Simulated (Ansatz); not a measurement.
# C3H9ClSi: what the fields show

Input file:

```
crystal:
  periodic: [false, false, false]
  atoms:
    - { symbol: Si, position_ang: [0.0, 0.0, 0.0] }
    - { symbol: Cl, position_ang: [0.0, 0.0, 2.13] }
    - { symbol: C, position_ang: [1.7634, 0.0, -0.6227] }
    - { symbol: H, position_ang: [2.1111, -1.0463, -0.7509] }
    - { symbol: H, position_ang: [1.8119, 0.5276, -1.5981] }
    - { symbol: H, position_ang: [2.4154, 0.5187, 0.1108] }
    - { symbol: C, position_ang: [-0.8808, 1.5259, -0.6227] }
    - { symbol: H, position_ang: [-1.9334, 1.2723, -0.8671] }
    - { symbol: H, position_ang: [-0.8624, 2.3106, 0.1622] }
    - { symbol: H, position_ang: [-0.3704, 1.9025, -1.5336] }
    - { symbol: C, position_ang: [-0.8808, -1.5259, -0.6227] }
    - { symbol: H, position_ang: [-1.3804, -2.0377, 0.2261] }
    - { symbol: H, position_ang: [-1.6409, -1.2332, -1.3768] }
    - { symbol: H, position_ang: [-0.1449, -2.2146, -1.0879] }
basis:
  gaussian: { orbitals: def2-SVP }
hamiltonian:
  xc: pbe
  dispersion: d4
relax:
  f_tol: 0.02
  max_steps: 40
output:
  orbitals: {}
```

Launched as:

```sh
ansatz run input.yaml --threads 2 --pin off --max-ram 3072MiB --backend cpu --events-out ev --progress --plain --runs-dir out
```

The fields are those of the run's last geometry, not of the input's.

Method: RKS PBE-D4/def2-SVP (Ansatz).

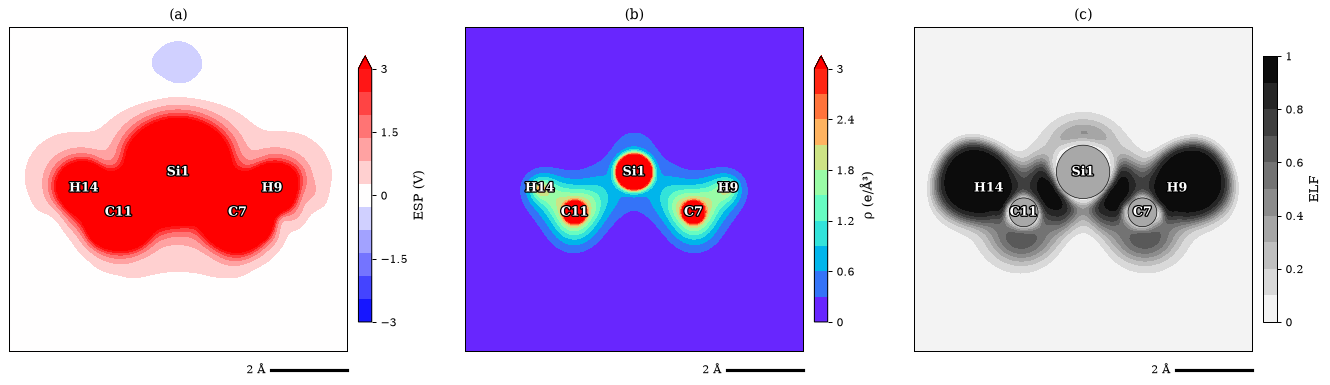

Figure 1. (a) electrostatic potential; (b) electron density; (c) ELF on the plane of atoms Si1, C11 and H14. Grey discs cover the atomic cores in the ELF map.

**Read the bonding off the picture.**

Atoms in the plane: Si, C and H.
C–Si (1.88 Å): the density is about 0.95 e/Å³ at the midpoint; the ELF peaks at about 0.95 between the atoms, as expected for a covalent bond.
C–H (1.11 Å): ρ at the midpoint is about 1.8 e/Å³; the ELF climbs to about 1 towards the hydrogen, as it does in any bond to H: a covalent bond by its length.
Outside the dense part of the molecule the potential is most negative (−0.3 V) near C3, C7 and C11, which lies off the plane.

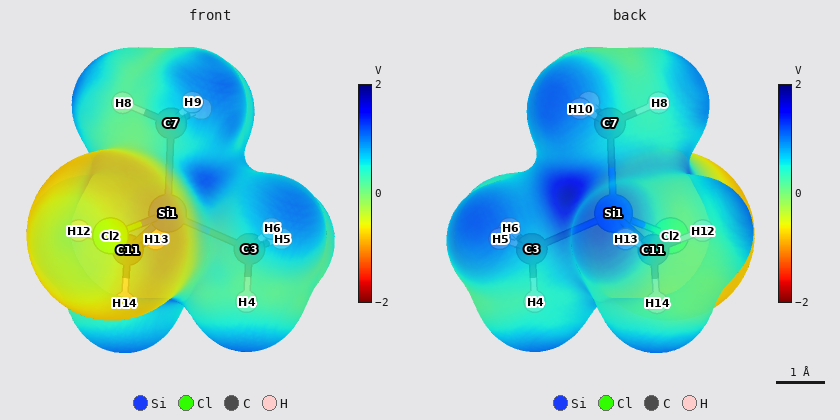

Figure 2. The molecular electrostatic potential painted on the density surface at 0.004 e/bohr³, seen from the front and from behind; the colour scale runs from red (negative) to blue (positive).

**Which sites attract a positive test charge, and which a negative one?**

A positive charge is drawn to the negative regions and a negative charge to the positive ones. The most negative region (about −0.8 V) lies over Cl2, the most positive (about +1.5 V) over Si1.

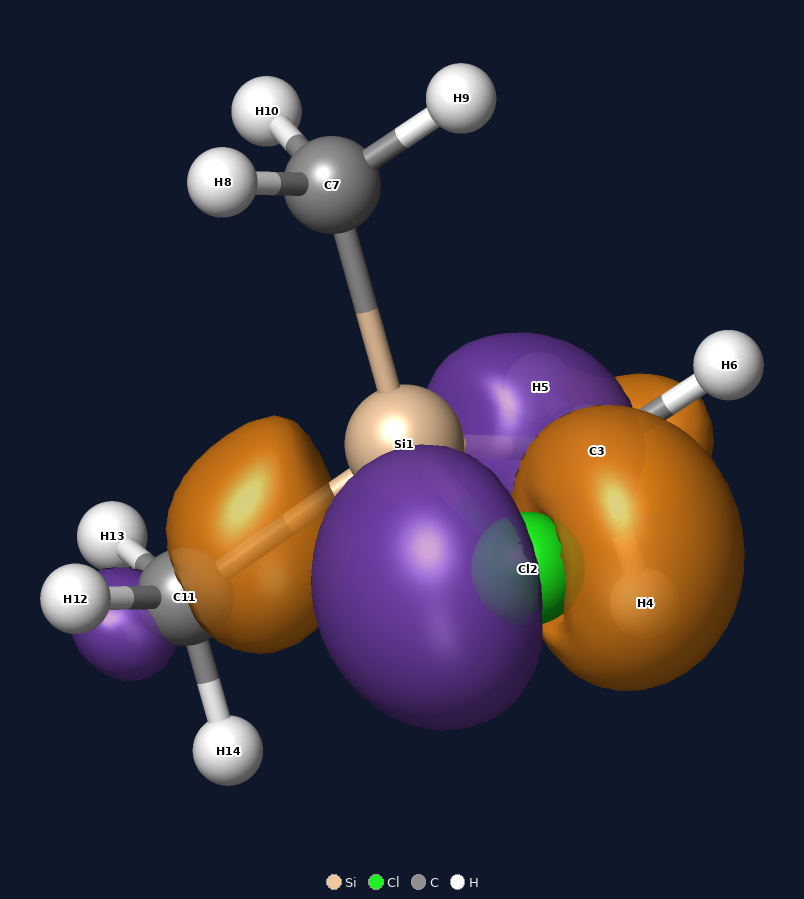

Figure 3. The HOMO at ±0.15 Å⁻³ᐟ² (orange and purple are the two phases), seen at a tilt.

**Describe this orbital and give its energy.**

By Hirshfeld shares it lies mainly on Cl2 (about 60 %), C3 (about 10 %), Si1 (about 10 %) and C11 (about 5 %). It is one of a degenerate set, so its orientation is arbitrary. Its energy is −6.78 eV.
